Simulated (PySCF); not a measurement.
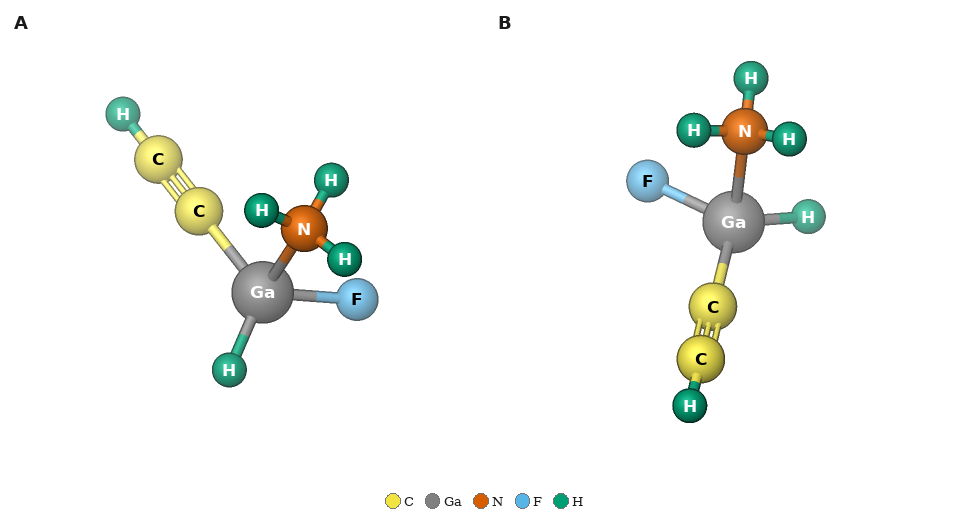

Distant atoms are faded towards the background colour. The computed structure is the end point of a PBE0-D3(BJ)/def2-SVP optimisation. No frequency run is at hand to confirm it as a minimum.

How are A and B related: the same structure turned, mirror images, conformers, diastereomers or constitutional isomers?

Answer. They are the same structure, C2H5FGaN (C#[C][Ga@H-]([NH3+])[F]), seen from two directions: a rotation takes one into the other. The geometry is chiral (C1), so its mirror image would differ.
